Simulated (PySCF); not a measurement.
SiB (charge +1, triplet)

```xyz
2

Si    0.0000    0.0000   -0.5961
B     0.0000    0.0000    1.5149
```

Level of theory: PBE0/6-31G(d,p), non-relativistic, at a bond length of 2.111 Å (PySCF).

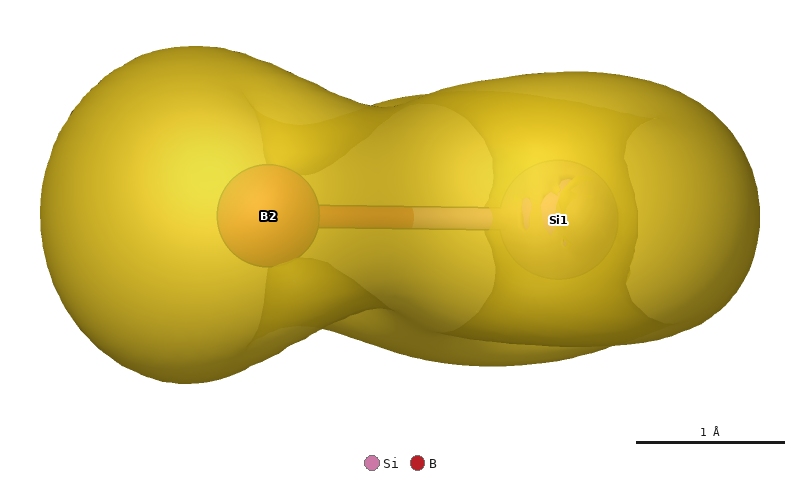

Figure 1. Isosurfaces of the spin density at +0.03 (yellow) and −0.03 e/Å³ (cyan), seen from one side.

Describe the spin distribution.

The unpaired spin (2 electrons) lies mostly on B2 (about 1.1) and Si1 (about 0.9), in electrons by Hirshfeld's partition.

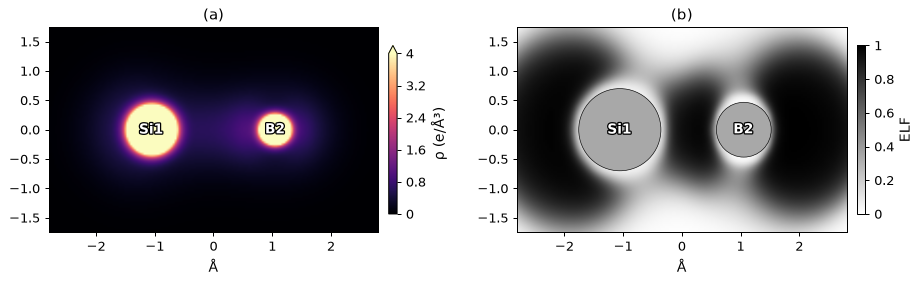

Figure 2. (a) electron density; (b) ELF on a plane that holds the molecular axis. Grey discs cover the atomic cores in the ELF map.

What does the map show?

- The section cuts through Si and B sites.
- Si–B (2.11 Å): ρ is about 0.65 e/Å³ halfway; the ELF peaks at about 1 between the atoms, as expected for a shared electron pair.
- The ELF also peaks beside B2 and Si1, away from the bonds: non-bonding electrons, paired or unpaired.
